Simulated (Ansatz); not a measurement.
# Ga4P3N: what the fields show

```cif
data_structure
_symmetry_space_group_name_H-M 'P 1'
_symmetry_Int_Tables_number 1
_cell_length_a 3.6971
_cell_length_b 7.4080
_cell_length_c 10.4335
_cell_angle_alpha 90.000
_cell_angle_beta 90.000
_cell_angle_gamma 90.000
_cell_volume 285.75
loop_
_atom_site_label
_atom_site_type_symbol
_atom_site_fract_x
_atom_site_fract_y
_atom_site_fract_z
_atom_site_occupancy
N1 N 0.00000 0.00000 0.00192 1
N2 N 0.00000 0.50000 0.50192 1
P1 P 0.50000 0.74985 0.24922 1
P2 P 0.50000 0.24985 0.74922 1
P3 P 0.50000 0.25015 0.24922 1
P4 P 0.50000 0.75015 0.74922 1
P5 P 0.00000 0.50000 0.00253 1
P6 P 0.00000 0.00000 0.50253 1
Ga1 Ga 0.50000 0.50000 0.39470 1
Ga2 Ga 0.50000 0.00000 0.89470 1
Ga3 Ga 0.00000 0.77589 0.11382 1
Ga4 Ga 0.00000 0.27589 0.61382 1
Ga5 Ga 0.00000 0.22411 0.11382 1
Ga6 Ga 0.00000 0.72411 0.61382 1
Ga7 Ga 0.50000 0.00000 0.37476 1
Ga8 Ga 0.50000 0.50000 0.87476 1
```

Space group Amm2; started from the ordered alloy on zincblende lattice prototype, which need not be the ambient phase; computed pressure about 3 GPa in this cell.

All numbers below come from DFT, PBE, plane waves, PAW in Ansatz 0.2.0.

Core electrons are frozen (PAW), and the valence fields are smoothed inside the atomic spheres.

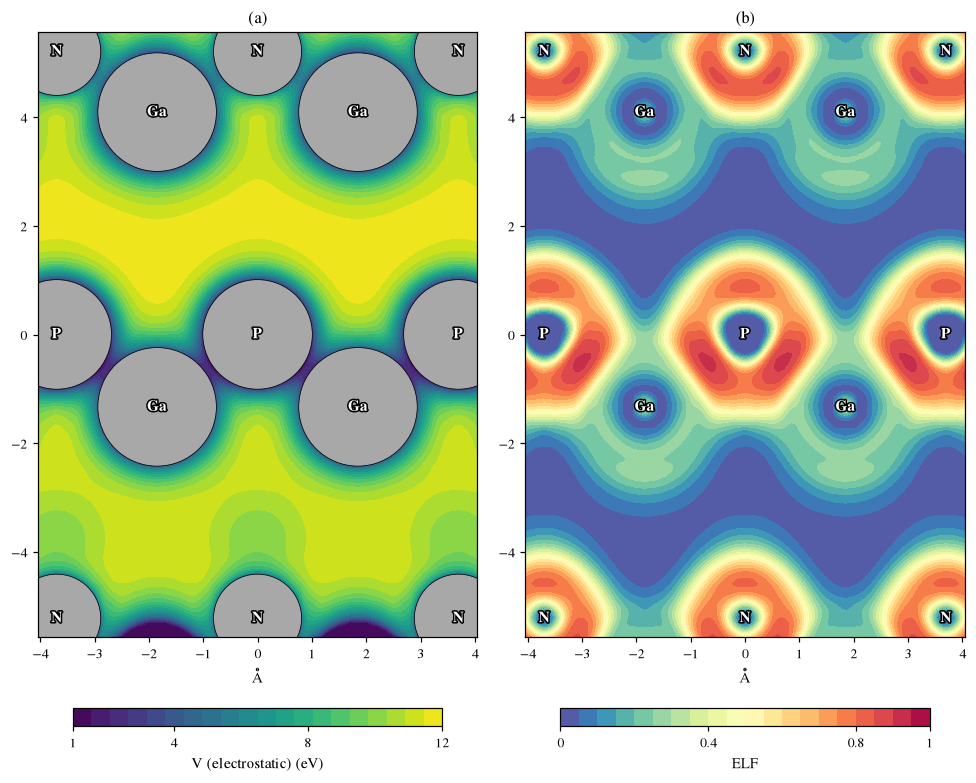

Figure 1. (a) electrostatic potential (local pseudopotential plus Hartree) felt by an electron; (b) ELF on the (010) plane of the conventional cell. Grey discs cover the atomic cores in the potential map.

> What does the map show?

The section cuts through N, P and Ga sites.
Ga–P (2.28 Å): the ELF peaks at about 0.90 in the valence shell of P, 0.9 Å from its nucleus, and is about 0.75 at the midpoint.
Ga–N (2.16 Å): the ELF peaks at about 0.85 in the valence shell of N, 0.7 Å from its nucleus, and is about 0.45 at the midpoint.
Outside the cores the potential energy rises away from the atoms and is highest about 2.2 Å from the nearest atoms; its zero is arbitrary.

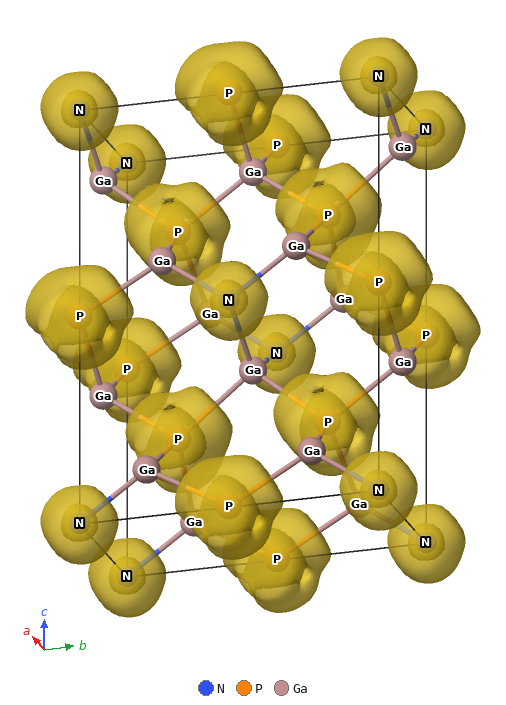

Figure 2. Isosurface of the electron localisation function at 0.7 (yellow), seen at an oblique angle. Only the valence region is drawn (cores and ρ < 0.01 e/Å³ removed). Sticks mark near contacts.

> Where are the electrons localised?

The ELF exceeds this value in six regions on P in which the atom's valence shell and bonds are merged and two regions wrapped around N (the valence shell of each), counted in one cell of 16 atoms. Any copies at cell faces, edges or corners count once. Along the contacts the grid gives the following. Ga–N (2.03 Å): the ELF peaks at about 0.85 in the valence shell of N, 0.7 Å from its nucleus, and is about 0.45 at the midpoint. Ga–P (2.27 Å): the ELF peaks at about 0.90 in the valence shell of P, 0.8 Å from its nucleus, and is about 0.75 at the midpoint.
